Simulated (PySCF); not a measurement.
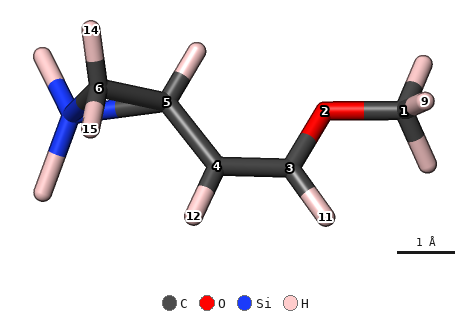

Fig. 1: The input geometry (stick view, seen at a tilt; atoms are numbered from 1 in the order of the input).

# C$_{5}$H$_{10}$OSi: NMR shielding calculation

C$_{5}$H$_{10}$OSi, computed with GIAO PBE0/pcSseg-1 NMR shielding, non-relativistic, IEF-PCM water (PySCF 2.14.0).

The geometry comes from this level: PBE0-D3(BJ)/def2-SVP. It belongs to a series of runs on one base structure; here: solvent water. Figures and captions count atoms from 1; the log counts them from 0 in places.

## Log
```
coarse grid: 14344 points
cycle   1  E = -560.5864927435  dE =  8.266e-01  |g| = 5.558e-01  |ddm| = 3.679e+00
cycle   2  E = -560.5338493024  dE =  5.264e-02  |g| = 7.473e-01  |ddm| = 1.150e+00
cycle   3  E = -560.6545608084  dE = -1.207e-01  |g| = 6.582e-02  |ddm| = 7.008e-01
cycle   4  E = -560.6553430278  dE = -7.822e-04  |g| = 2.472e-02  |ddm| = 6.371e-02
cycle   5  E = -560.6554903155  dE = -1.473e-04  |g| = 5.084e-03  |ddm| = 2.409e-02
cycle   6  E = -560.6554961156  dE = -5.800e-06  |g| = 1.467e-03  |ddm| = 5.475e-03
final grid: 132896 points
cycle   7  E = -560.7075639329  dE = -2.228e-05  |g| = 1.106e-02  |ddm| = 2.816e-02
cycle   8  E = -560.7075373205  dE =  2.661e-05  |g| = 1.611e-02  |ddm| = 1.949e-02
cycle   9  E = -560.7075886756  dE = -5.136e-05  |g| = 1.559e-03  |ddm| = 1.220e-02
cycle  10  E = -560.7075892391  dE = -5.635e-07  |g| = 2.469e-04  |ddm| = 1.503e-03
cycle  11  E = -560.7075892511  dE = -1.197e-08  |g| = 1.093e-04  |ddm| = 2.686e-04
cycle  12  E = -560.7075892539  dE = -2.824e-09  |g| = 2.020e-05  |ddm| = 1.014e-04
cycle  13  E = -560.7075892540  dE = -8.617e-11  |g| = 7.668e-06  |ddm| = 2.467e-05
```

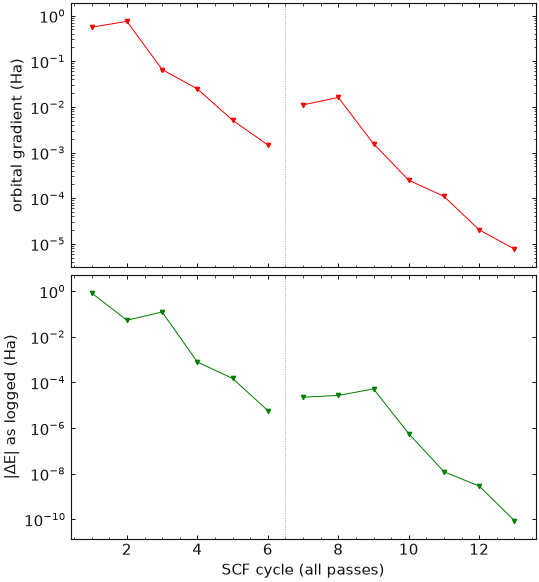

Fig. 2: Convergence of the self-consistent field: orbital gradient and size of the energy change against the SCF cycle. The dotted line marks the change from a coarse to the final integration grid. The first 6 cycles use a coarse grid, the final grid takes over at cycle 7, and the field converges after 13 cycles in all.

```
converged SCF energy = -560.7075892540

GIAO shielding tensors (ppm)
atom      isotropic    diamagn.    paramagn.     s11        s22        s33       span
  0 C      125.698     240.071    -114.373     94.012     99.093    183.988     89.976
  1 O      249.099     403.907    -154.809    143.684    288.701    314.910    171.226
  2 C       34.997     252.957    -217.960    -57.513     70.544     91.959    149.472
  3 C       70.095     254.317    -184.222    -32.296    102.698    139.883    172.178
  4 C      178.414     251.143     -72.729    142.818    177.617    214.805     71.987
  5 C      185.935     253.453     -67.518    154.324    192.852    210.628     56.304
  6 Si     485.266     881.387    -396.121    381.071    402.253    672.473    291.401
  7 H       27.386      26.953       0.434     23.543     25.284     33.331      9.788
  8 H       27.687      27.053       0.634     23.768     25.469     33.824     10.055
  9 H       27.553      25.811       1.742     24.035     25.254     33.370      9.335
 10 H       25.142      31.181      -6.040     22.646     25.125     27.654      5.008
 11 H       27.027      32.272      -5.245     24.174     25.816     31.091      6.917
 12 H       29.211      33.277      -4.066     22.258     28.857     36.517     14.259
 13 H       30.293      30.073       0.220     24.588     26.311     39.980     15.392
 14 H       30.765      30.599       0.166     25.802     27.230     39.264     13.462
 15 H       28.344      29.718      -1.374     23.317     25.766     35.950     12.633
 16 H       28.629      29.913      -1.284     23.599     26.790     35.498     11.899
```

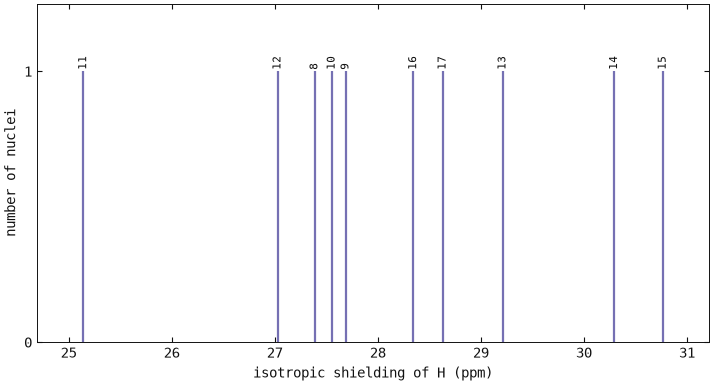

Fig. 3: Isotropic shieldings of the hydrogen nuclei in this fixed geometry, labelled by atom number; shielding grows to the right, so chemical shift grows to the left. The least shielded is H11 (25.1 ppm), the most shielded H15 (30.8 ppm).

The run was set up as follows.

## The input
```
{"job": {"kind": "nmr", "xc": "PBE0", "basis": "pcSseg-1", "solvent": "water", "pop": false}, "charge": 0, "multiplicity": 1}
C      3.401860     1.453437     0.698747
O      2.099655     1.153713     0.284894
C      1.956212     0.031386    -0.455590
C      0.763699    -0.548349    -0.648094
C     -0.499322    -0.070995    -0.061923
C     -1.624706    -1.080243     0.234669
Si    -2.066479     0.150605    -1.084756
H      3.371432     2.428391     1.202906
H      3.793312     0.700708     1.407288
H      4.097550     1.522826    -0.158216
H      2.870751    -0.363184    -0.916280
H      0.737819    -1.425311    -1.301604
H     -0.354453     0.696554     0.707496
H     -2.089726    -1.015803     1.224140
H     -1.425225    -2.115210    -0.067078
H     -3.000150     1.261771    -0.769683
H     -2.068758    -0.305386    -2.497521
```

The first line tells a small driver script what to run in PySCF; the rest is the geometry in Å.

Launch command:
```bash
OMP_NUM_THREADS=1 python <driver script> task.json out
```

## Results in brief

- outcome: converged
- total energy: −560.707589 hartree
- HOMO: −5.76 eV
- LUMO: 0.21 eV
- dipole moment: 1.67 D
- isotropic shielding, C: 35.0 to 185.9 ppm
- isotropic shielding, O: 249.1 ppm
- isotropic shielding, Si: 485.3 ppm
- isotropic shielding, H: 25.1 to 30.8 ppm
- hardware: 1 CPU thread, shared host
- wall time: 16 s
- peak memory: 1.1 GiB
